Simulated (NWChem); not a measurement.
# M06-2X/def2-TZVP (core potential) run of InHCl2 (SMILES [Cl][InH][Cl])

Aim: the electronic atomisation energy of InHCl2 at M06-2X/def2-TZVP (core potential), from 4 runs. 

The results are computed with NWChem 7.3.0.

### 1 The structure to begin with

InHCl2: 4 atoms, total charge 0, spin state singlet. As SMILES, `[Cl][InH][Cl]`. The shape is that of a PBE0-D4/def2-TZVP optimisation.

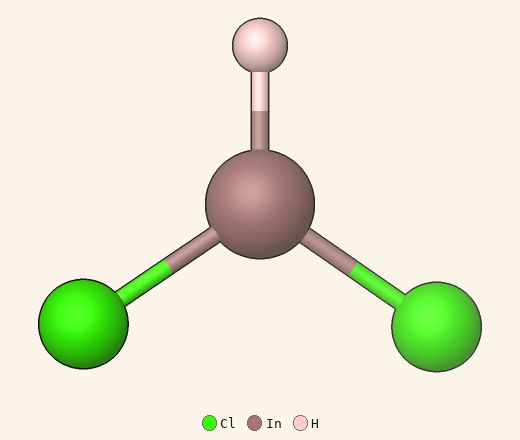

Viewed from a chosen angle; chlorine green, indium brown, hydrogen pink.

### 2 A single-point energy at M06-2X/def2-TZVP (core potential) (run 1)

Input file cl2hin.nw:

```
start cl2hin
title "Cl2HIn energy"
memory 2200 mb
charge 0

geometry units angstroms noautosym nocenter noautoz
Cl   -1.807300    0.708800   -0.992600
In    0.149700    0.132200    0.095600
Cl    0.538000   -2.146000    0.019800
H     1.175200    1.244600    0.856900
end

basis spherical bse
* library def2-TZVP
end

ecp bse
In library def2-TZVP
end

dft
xc m06-2x
grid fine
convergence energy 1e-08
maxiter 100
mulliken
noprint "final vectors analysis"
end

task dft energy
```

The run is started by

```console
$ nwchem cl2hin.nw > cl2hin.out
```

What it wrote:

```text
[...]
          Wavefunction type:  closed shell.
          No. of atoms     :     4
          No. of electrons :    56
[...]
          Charge           :     0
          Spin multiplicity:     1
[...]
          AO basis - number of functions:   130
[...]
              XC Information
              --------------
                       M06-2X Method XC Functional
                     Hartree-Fock (Exact) Exchange  0.540
                        M06-2X Exchange Functional  1.000
                      M06-2X Correlation Potential  1.000
[...]
 d= 0,ls=0.0,diis     1  -1111.1076148294 -1.33D+03  7.56D-03  1.04D+00     6.0
[...]
 d= 0,ls=0.0,diis     8  -1111.1604646184 -5.92D-09  7.91D-07  2.74D-08    37.5
         Total DFT energy =    -1111.160464618428
      One electron energy =    -2035.596996584507
           Coulomb energy =      783.113419863950
    Exchange-Corr. energy =      -73.630634651813
 Nuclear repulsion energy =      214.953746753942
[...]
      Total Density - Mulliken Population Analysis
     ---------------------------------------------
    Atom       Charge   Shell Charges
 -----------   ------   -------------------------------------------------------
    1 Cl  17    17.38   2.01  0.43  1.53  1.12  0.84  4.20  1.66  1.13  2.79  1.64  0.00  0.02  0.00
    2 In  21    20.21   0.39 -0.82  1.57  0.85  0.77  0.22 -0.41  6.39  0.56  0.41  0.03  8.90  1.11  0.18  0.00  0.06
    3 Cl  17    17.38   2.01  0.43  1.53  1.12  0.84  4.20  1.66  1.13  2.79  1.64  0.00  0.02  0.00
    4 H    1     1.03   0.22  0.52  0.28  0.01
[...]
```

Wall time 38 s (1 thread of Intel Xeon Platinum 8252C at 3.80GHz (Skylake/Cascade Lake), shared host); peak memory 0.13 GiB.

### 3 The Cl atom (run 2)

Input file test.nw:

```
start test
title "Cl"
memory total 2200 mb
charge 0

geometry units atomic noautosym nocenter noautoz
   Cl   0.00000000   0.00000000   0.00000000
end

basis spherical bse
   * library def2-TZVP
end

dft
   xc m06-2x
   mult 2
   grid fine
   convergence energy 1e-08
   iterations 100
   mulliken
   noprint "final vectors analysis"
end

task dft
```

Run the same way, it converges to -460.13261 Eh (log not shown).

Run 3 isn't shown in full; the table further down has it.

### 4 The In atom, same level (run 4)

Input file mymol.nw:

```
start mymol
title "In energy"
memory total 2200 mb
geometry noautosym nocenter noautoz
 In       0.000000       0.000000       0.000000
end
basis spherical bse
 * library def2-TZVP
end
ecp bse
 In library def2-TZVP
end
dft
 xc m06-2x
 mult 2
 grid fine
 convergence energy 1e-08
 maxiter 100
 mulliken
 print low
end
task dft energy
```

Run the same way, it converges to -190.04720 Eh (log not shown).

### 5 Overview of the runs

```
run                               level  core potential  partner   energy (Eh)  wall time
  1   M06-2X/def2-TZVP (core potential)       def2-TZVP     base  -1111.160465       38 s
  2                   UM06-2X/def2-TZVP               –    atoms   -460.132605      2.2 s
  3                   UM06-2X/def2-TZVP               –    atoms     -0.498139     0.62 s
  4  UM06-2X/def2-TZVP (core potential)       def2-TZVP    atoms   -190.047204      7.8 s
```

### 6 Outcome

Level: M06-2X/def2-TZVP (core potential).

```
                     quantity          value
        In atom: total energy  -190.04720 Eh
                In atom: ⟨S²⟩          0.755
electronic atomisation energy       9.522 eV
```

What this shows: Taking the molecule apart into free atoms costs 9.52 eV (220 kcal/mol), before zero-point energy and without spin-orbit coupling. All runs together took 49 s, the longest 38 s.
